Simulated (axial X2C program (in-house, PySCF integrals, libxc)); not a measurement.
**VMg: properties at the nuclei**

Wanted for VMg: properties at the nuclei, at the two-component level.

Program: an in-house X2C program for linear molecules on PySCF integrals. Level of theory: two-component X2C with atomic mean-field terms, V dyall-cv3z, Mg dyall-cv3z. These are calculated values, not measurements.

### Step 1. The job

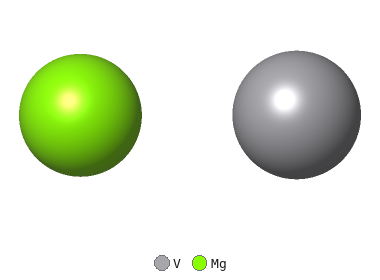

The two atoms at 2.730 Å (vanadium grey, magnesium green).

Contents of task.json:

```json
{"zs": [23, 12], "q": 0, "bas": ["dyall-cv3z", "dyall-cv3z"], "r0": 2.73, "levels": ["PBE0", "HF", "B3LYP", "BHandHLYP", "BP86"], "nst": 3}
```

Keys: zs atomic numbers; q charge; bas basis sets; r0 starting distance in Å; levels methods (HF also brings MP2); nst determinants followed.

Launch:

```
$ python soeom.py task.json out
```

Further steps of the session: Expectation values, lowest determinant; Expectation values, a higher determinant; Expectation values, a higher determinant.

Q: Predict the outcome of this session. Wanted: lowest determinant; Eeff magnitude; Ws magnitude V; A∥/gI V; qzz V; higher determinant (for each run or level that gives them).

The runs gave:

```
                                        quantity                                                      value
                              lowest determinant                    Ω = 5/2 (excess of +ω over −ω: ω = 5/2)
                    Eeff magnitude (GV/cm), PBE0                                                      0.077
                      Ws magnitude V (kHz), PBE0                                                     0.0168
                             A∥/gI V (MHz), PBE0                                                        236
                              qzz V (a.u.), PBE0                                                       0.99
                              higher determinant                    Ω = 1/2 (excess of +ω over −ω: ω = 1/2)
Eeff magnitude (GV/cm), PBE0, higher determinant                                                     0.0932
  Ws magnitude V (kHz), PBE0, higher determinant                                                     0.0931
         A∥/gI V (MHz), PBE0, higher determinant                                                        615
          qzz V (a.u.), PBE0, higher determinant                                                      -1.29
                              higher determinant  Ω = 9/2 (excess of +ω over −ω: ω = 1/2, ω = 3/2, ω = 5/2)
Eeff magnitude (GV/cm), PBE0, higher determinant                                                     0.0927
  Ws magnitude V (kHz), PBE0, higher determinant                                                     0.0103
         A∥/gI V (MHz), PBE0, higher determinant                                                        259
          qzz V (a.u.), PBE0, higher determinant                                                      -1.30
```

In words: In the first state, the effective field runs from 0.0404 to 0.123 GV/cm over the mean-field levels, so the levels don't agree on it. The expectation values come from single determinants, which for open shells can mix terms of unlike spin or miss the lowest Ω, so a determinant need not be a state. Eeff is the effective electric field on the electron dipole moment in this Ω state and Ws the scalar–pseudoscalar constant (defined with the proton number Z and per Ω); A∥ is the parallel hyperfine constant, which follows by multiplying with the nuclear g factor gI = μI/(I μN); qzz is the electric field gradient, eQq0 = 234.96 MHz × Q/barn × qzz; μ is positive if Mg is the positive end. The operators were transformed with the bare-nucleus X2C matrices. A second determinant lies within 0.1 eV of the first.
